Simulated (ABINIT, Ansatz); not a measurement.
# CsGeCl3 (R3m): G0W0 with ABINIT, start to end, part 3 of 3

Aim: the G0W0 gap of CsGeCl3 (R3m) on LDA, step by step.

ABINIT 10.8.3; LDA and many-body steps on it, plane waves. Known limits of the many-body steps: not at the basis limit; no spin-orbit coupling; coarse k mesh.

So far. Step 4 (Empty states on the mesh, 2×2×2 mesh, 562 bands): On this mesh the gap is 1.977 eV. Step 5 (Screening, 2×2×2 mesh, 512 bands, screening to 217.7 eV): Local fields lower ε∞ by 18 %. On a Γ-centred mesh this coarse the value itself is usually too large, while a short band sum pulls it down.

### Step 6. Self-energy, 2×2×2 mesh, 512 bands, screening to 217.7 eV

The self-energy is evaluated for the states that the input lists, and the levels follow from it, in one-shot runs by the linearised quasiparticle equation.

This step: G0W0 on LDA, plane waves, norm-conserving pseudopotentials.

run.abi reads:

```
acell 3*1.0 Angstrom
rprim 
  3.846816390705 2.220960478697 3.178300533600
  -3.846816390705 2.220960478697 3.178300533600
  0.000000000000 -4.441920957394 3.178300533600
ntypat 3
znucl 55 32 17
natom 5
typat 1 2 3 3 3
xred 
  0.998403350000 0.998403350000 0.998403350000
  0.515533150000 0.515533150000 0.515533150000
  0.496712670000 0.496712670000 0.948638170000
  0.496712670000 0.948638170000 0.496712670000
  0.948638170000 0.496712670000 0.496712670000
pp_dirpath "pseudos"
pseudos "Cs.upf, Ge.upf, Cl.upf"
ecut 56
ngkpt 2 2 2
nshiftk 1
shiftk 0 0 0
kptopt 1
chksymbreak 0
istwfk *1
occopt 1
irdwfk 1
optdriver 4
nband 512
gwcalctyp 0
ecutsigx 56
symsigma 1
nkptgw 2
kptgw 
  0.5000000000 0.5000000000 0.5000000000
  0.0000000000 0.0000000000 0.0000000000
bdgw 
  25 28
  24 29
ecuteps 8
irdscr 1
ppmodel 1
indata_prefix "in"
outdata_prefix "out"
tmpdata_prefix "tmp"
```

On the command line:

```bash
$ OMP_NUM_THREADS=1 mpirun -n 16 abinit run.abi > log
```

Numbers of over 12 decimals in the logs are rounded to 6 here.

What it wrote:

```text
.Version 10.8.3 of ABINIT. v10.8.2 released Aug 2026.

 Symmetries : space group R3 m (#160); Bravais hR (rhombohedral)
[... echo of the input left out ...]
== DATASET  1 ==================================================================
-   mpi_nproc: 16, omp_nthreads: 1 (-1 if OMP is not activated)

--- !DatasetInfo
iteration_state: {dtset: 1, }
dimensions: {natom: 5, nkpt: 4, mband: 512, nsppol: 1, nspinor: 1, nspden: 1, mpw: 22041, }
cutoff_energies: {ecut:  56.0, pawecutdg:  -1.0, }
electrons: {nelect:   5.20000000E+01, charge:   0.00000000E+00, occopt:   1.00000000E+00, tsmear:   1.00000000E-02, }

 SIGMA: Calculation of the GW corrections

 Based on a program developped by R.W. Godby, V. Olevano, G. Onida, and L. Reining.
 Incorporated in ABINIT by V. Olevano, G.-M. Rignanese, and M. Torrent.
.Using double precision arithmetic ; gwpc =  8

[... cell and pseudopotentials left out ...]
--------------------------------------------------------------------------------

 ==== K-mesh for the wavefunctions ====
 Number of points in the irreducible wedge :     4
[... list of points left out ...]
 Together with  6 symmetry operations and time-reversal symmetry
 yields     8 points in the full Brillouin Zone.

 ==== Q-mesh for screening function ====
 Number of points in the irreducible wedge :     4
[... list of points left out ...]
 Together with  6 symmetry operations and time-reversal symmetry
 yields     8 points in the full Brillouin Zone.

 vcoul_init : cutoff-mode = AUXILIARY_FUNCTION
 q-points for optical limit:   1
     1)      0.000010    0.000020    0.000030
 setmesh: FFT mesh size selected  =    72x   72x   72
          total number of points  =       373248

 Number of electrons calculated from density =   52.0000; Expected =   52.0000
 average of density, n =  0.047295
 r_s =    1.7154
 omega_plasma =   20.9780 [eV]

 === KS Band Gaps ===
  >>>> For spin  1
   Minimum direct gap =   1.9771 [eV], located at k-point      :   0.5000  0.5000  0.5000
   Fundamental gap    =   1.9771 [eV], Top of valence bands at :   0.5000  0.5000  0.5000
                                       Bottom of conduction at :   0.5000  0.5000  0.5000
 SIGMA fundamental parameters:
 PLASMON POLE MODEL  1
 number of plane-waves for SigmaX                22041
 number of plane-waves for SigmaC and W           1207
 number of plane-waves for wavefunctions         22041
 number of bands                                   512
 number of independent spin polarizations            1
 number of spinorial components                      1
 number of k-points in IBZ                           4
 number of q-points in IBZ                           4
 number of symmetry operations                       6
 number of k-points in BZ                            8
 number of q-points in BZ                            8
 number of frequencies for dSigma/dE                 9
 frequency step for dSigma/dE [eV]                0.25
 number of omega for Sigma on real axis              0
 max omega for Sigma on real axis  [eV]           0.00
 zcut for avoiding poles [eV]                     0.10

 EPSILON^-1 parameters (SCR file):
 dimension of the eps^-1 matrix on file           1207
 dimension of the eps^-1 matrix used              1207
 number of plane-waves for wavefunctions         22041
 number of bands                                   512
 number of q-points in IBZ                           4
 number of frequencies                               2
 number of real frequencies                          1
 number of imag frequencies                          1

 matrix elements of self-energy operator (all in [eV])

 Perturbative Calculation

--- !SelfEnergy_ee
iteration_state: {dtset: 1, }
kpoint     : [   0.500,    0.500,    0.500, ]
spin       : 1
KS_gap     :    1.977
QP_gap     :    3.722
Delta_QP_KS:    1.745
data: !SigmaeeData |
     Band     E0 <VxcDFT>   SigX SigC(E0)      Z dSigC/dE  Sig(E)    E-E0       E
       25  -0.190 -14.219 -18.514   2.536   0.768  -0.301 -15.571  -1.352  -1.543
       26   1.959 -14.764 -16.833   1.046   0.784  -0.275 -15.566  -0.802   1.156
       27   3.936 -11.282  -6.604  -3.508   0.806  -0.240 -10.339   0.943   4.878
       28   3.936 -11.282  -6.604  -3.508   0.806  -0.240 -10.339   0.943   4.878

--- !SelfEnergy_ee
iteration_state: {dtset: 1, }
kpoint     : [   0.000,    0.000,    0.000, ]
spin       : 1
KS_gap     :    5.520
QP_gap     :    7.420
Delta_QP_KS:    1.900
data: !SigmaeeData |
     Band     E0 <VxcDFT>   SigX SigC(E0)      Z dSigC/dE  Sig(E)    E-E0       E
       24  -0.526 -14.055 -18.275   2.504   0.769  -0.300 -15.375  -1.320  -1.847
       25  -0.526 -14.055 -18.275   2.504   0.769  -0.300 -15.375  -1.320  -1.847
       26  -0.340 -13.977 -17.781   2.223   0.771  -0.297 -15.196  -1.219  -1.559
       27   5.180  -7.348  -3.022  -3.513   0.838  -0.194  -6.667   0.681   5.862
       28   6.059  -7.267  -2.987  -3.402   0.840  -0.191  -6.530   0.737   6.796
       29   6.059  -7.267  -2.987  -3.402   0.840  -0.191  -6.530   0.737   6.796

== END DATASET(S) ==============================================================
================================================================================

 -outvars: echo values of variables after computation  --------
           etotal      0.0000000000E+00
            nband         512
             nkpt           4
          spgroup         160
 [... the other variables as echoed above ...]

 Calculation completed.
```

Elapsed: 94 s, on 16 MPI ranks of Arm Neoverse V1, shared host; peak memory 13 GiB.

This step gave:

```yaml
g0w0_gap_on_the_points_computed: 3.722 eV
starting_gap_on_the_mesh: 1.977 eV
k_of_the_valence_top: 0.5, 0.5, 0.5
k_of_the_conduction_bottom: 0.5, 0.5, 0.5
z_at_the_valence_top: 0.784
z_at_the_conduction_bottom: 0.806
least_direct_g0w0_gap_on_the_computed_points: 3.722 eV
```

The gap on the mesh goes from 1.98 eV to 3.72 eV, a correction of +1.74 eV.

Limits: finite bands, cutoff and mesh; no spin-orbit coupling; coarse k mesh. v1 is the top filled band, c1 the lowest empty one. Levels before and after the correction, in eV, zero at the valence-band top of each column:

```
           conduction bottom  valence top
Kohn-Sham               1.98         0.00
     G0W0               3.72         0.00
```

```
                         level  energy (eV)
Kohn-Sham     (0.5 0.5 0.5) v2       -2.149
Kohn-Sham     (0.5 0.5 0.5) v1        0.000
Kohn-Sham  (0.5 0.5 0.5) c1-c2        1.977
     G0W0     (0.5 0.5 0.5) v2       -2.699
     G0W0     (0.5 0.5 0.5) v1        0.000
     G0W0  (0.5 0.5 0.5) c1-c2        3.722
```

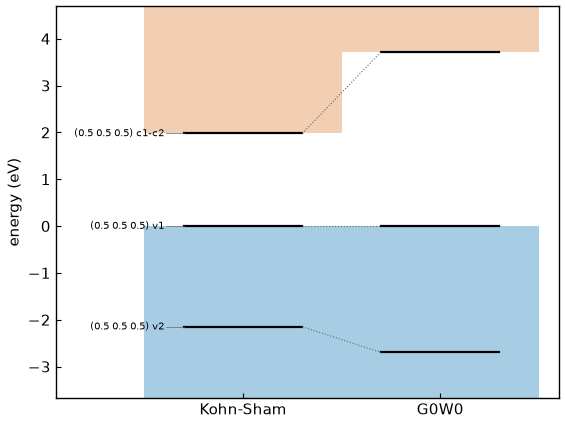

Levels before and after the correction. Shaded: valence and conduction bands.

### Step 7. Where the time went

Times are wall times on the hardware named with each run, good to a factor of about two.

```
                          step     time  share  memory (GiB)
                  ground state     55 s    6 %           2.0
bands along the symmetry lines     52 s    6 %           2.0
      empty states on the mesh    8 min   54 %           1.6
                     screening  3.5 min   23 %            13
                   self-energy     94 s   11 %            13
```

### Step 8. Results

| Item | Value |
| --- | --- |
| LDA gap | 1.98 eV, indirect (only 2 meV under the direct gap) |
| G0W0 gap on the mesh | 3.72 eV |
| GW settings | 2×2×2 mesh, 512 bands, screening to 217.7 eV, Godby-Needs plasmon pole |
| known limits | not at the basis limit; no spin-orbit coupling; coarse k mesh |

**Reading.** G0W0 moves the gap on the mesh from 1.98 eV to 3.72 eV (+1.74 eV), with Z of 0.78 and 0.81 at the edges. Local fields lower the RPA ε∞ on this mesh from 7.24 to 5.96; a Γ-centred mesh this coarse tends to raise both, most where the direct gap is narrow, while a short band sum lowers them. Only 2 of the mesh's irreducible points were corrected, so a valley elsewhere could overtake. The dearest step here is «empty states on the mesh». Bands and cutoff are finite, so the gap is not at the basis limit. The miss can reach some tenths of an eV and take either sign; the mesh is an error of its own. In the G0W0 run levels were corrected at 2 k points alone, so a gap called «on the mesh» is the least over those, and an edge elsewhere would be missed. The 2×2×2 mesh is coarse for this cell, which bears on the long-range parts of exchange and screening. The many-body steps are scalar-relativistic: spin-orbit coupling is not in them.

[Paths, hosts, dates, memory and timing lines, banners, echoed tables and standing remarks are left out of the program output.]

[Logs are printed without paths, hosts, clocks, repeated set-up lines and the standing remarks that a program may print on its own settings, such as how far it seeks lower states.]

[Runs of the session that timed out or met a known fault of the program may be left out.]

[Hosts, paths, dates, database ids (printed as entryN), source tags and the programs' standing remarks are cut or masked in the printed files.]

[G0W0 gaps are taken among the corrected bands and points alone; a level outside them can change the order at an edge.]

[Where Ansatz stands beside ABINIT at settings called matched, ABINIT's density can come from a denser mesh and the files from another edition; pairs whose starting gaps differed by over 0.03 eV were left out, so agreement reads better than it is.]
